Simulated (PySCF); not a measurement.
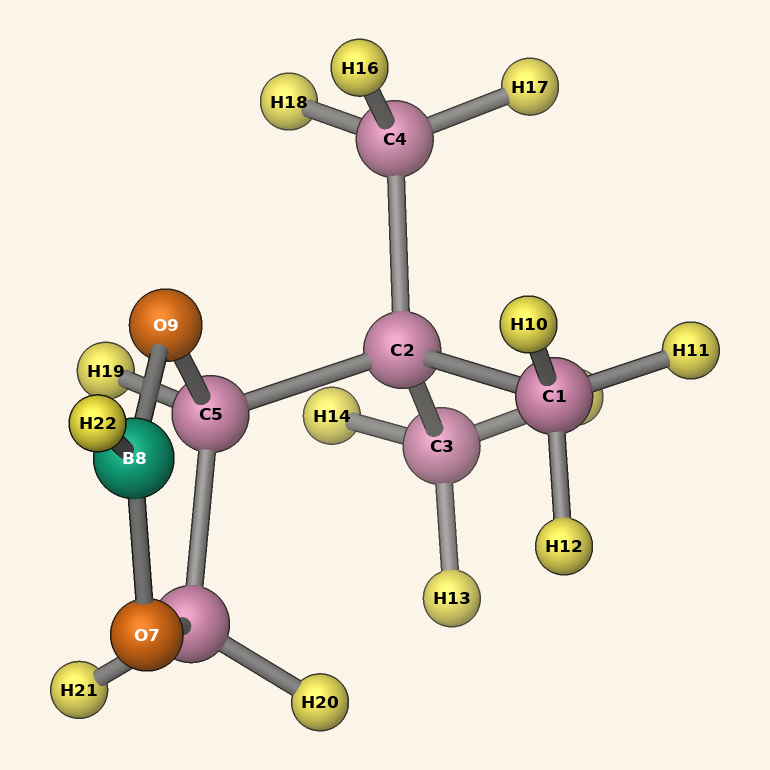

C6 lies behind O7. The molecule seen a little off the O7–C6 bond, O7 in front. Distant atoms are faded towards the background colour. The computed structure is the end point of a PBE0-D3(BJ)/def2-SVP optimisation. No frequency run is at hand to confirm it as a minimum.

What is the torsion angle B8–O7–C6–C5? The sign is positive where the front bond must turn clockwise to cover the back bond.

2°, synperiplanar (eclipsed).
